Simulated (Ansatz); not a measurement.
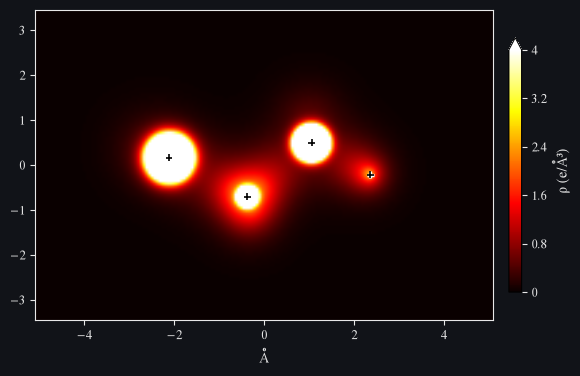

The electron density on a plane through atoms (crosses mark nuclei in the plane).

Method: RKS PBE0-D4/def2-TZVPP (Ansatz).

Candidates:
A. CH3AlF2
B. CH6AlN
C. CH6ClGaSi (SMILES [SiH3][CH2][GaH][Cl])

Q: Which system is this?

A: Candidate C: CH6ClGaSi on the plane of atoms C2, Si1 and H6, which holds Si, C, Ga and H. C–Si (1.87 Å): the density is about 0.93 e/Å³ at the midpoint. C–Ga (1.95 Å): the density is about 0.79 e/Å³ at the midpoint.
